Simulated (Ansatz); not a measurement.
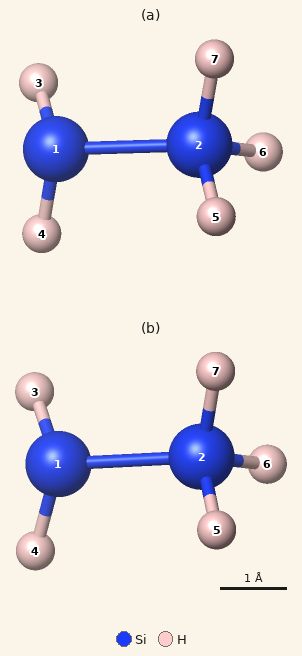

The structure of Si₂H₅ (multiplicity 2) (coarse preliminary run) before (top) and after (bottom) a relaxation, at one scale.

The picture is a ball-and-stick view, seen at a tilt.

Method: UKS PBE-D4/def2-SVP in Ansatz 0.2.0. Set-up: force threshold 0.03 eV/Å; at most 250 steps.

**What changed between the two?**

The optimiser took 4 steps. The largest move after the best rigid fit is that of H4, 0.12 Å. Largest moves by element: H 0.12 Å, Si 0.06 Å. Near-neighbour distances that change, for instance: Si1–H3 1.437 → 1.508 Å, Si1–H4 1.463 → 1.509 Å, Si2–H6 1.494 → 1.510 Å, Si1–Si2 2.325 → 2.341 Å. Bond angles that change, for instance: Si2–Si1–H4 107.8° → 113.6°, Si2–Si1–H3 111.9° → 114.0°, H3–Si1–H4 107.8° → 109.9°.
